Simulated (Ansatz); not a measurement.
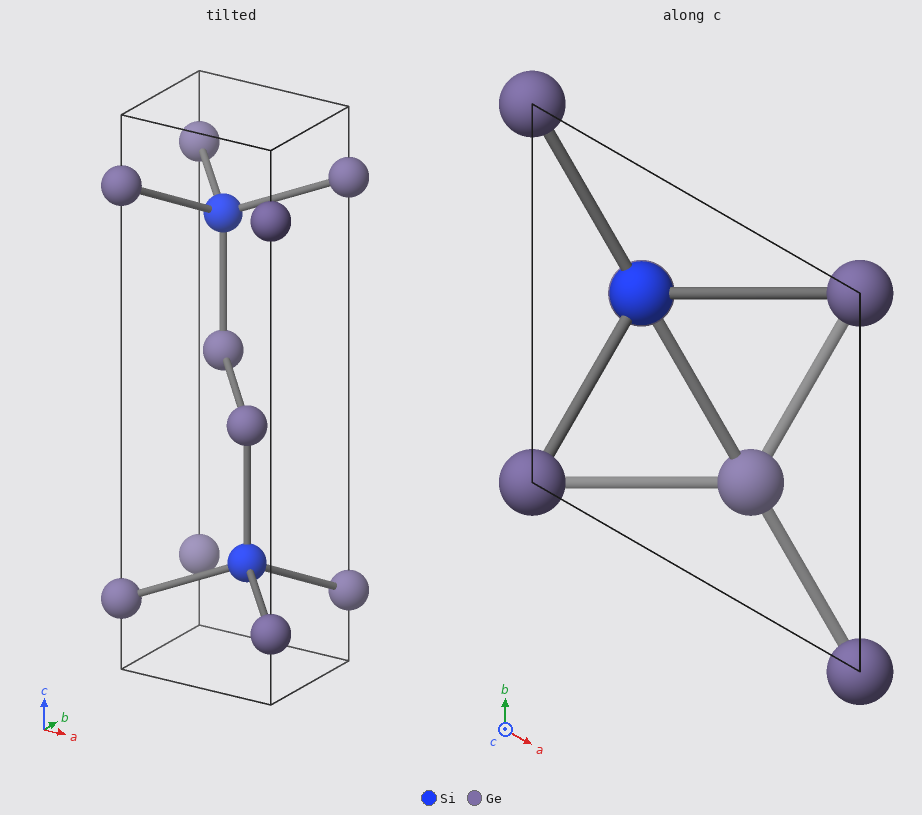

The structure above is drawn in ball-and-stick style and viewed slightly off an axis and along the c axis. One conventional unit cell is framed, with atoms on its boundary repeated.

SiGe₂, space group P-3m1 (No. 164), a = 3.996 Å, b = 3.996 Å, c = 9.787 Å, α = 90.00°, β = 90.00°, γ = 120.00°. It derives from a structure type filled with these elements by a generator (whether the compound takes this form wasn't checked). Earlier steps of the study, as a rule a relaxation of our own, may have changed the cell and positions, so they can lie some per cent off the listed ones. It was run through Ansatz as a DFT input.

This one geometry was computed with Ansatz (DFT, plane waves, PAW) at four levels of theory: PBE, LDA, r2SCAN and HSE06.

> Which level gives the highest pressure at this volume, and what does that say about its equilibrium volume?

Highest: PBE (0.0 GPa), which points to the largest equilibrium volume. Lowest, with the smallest volume: LDA (-4.3 GPa). Levels within 0.5 GPa of each other can't be told apart.

> How does the band gap change with the level of theory?

LDA: a gap of 0.34 eV, direct; PBE: a gap of 0.47 eV, indirect; r2SCAN: a gap of 0.76 eV, indirect; HSE06: a gap of 1.09 eV, indirect.

> Collect the results in a table.

| level | cutoff (eV) | k-mesh of the run's cell | gap (eV) | pressure (GPa) |
| --- | --- | --- | --- | --- |
| PBE | 420 | 12×12×4 | 0.47 | 0.0 |
| LDA | 420 | 12×12×4 | 0.34 | -4.3 |
| r2SCAN | 500 | 12×12×4 | 0.76 | -2.5 |
| HSE06 | 420 | 6×6×2 | 1.09 | -2.3 |

Gaps are taken on the k-mesh or band path of each run.
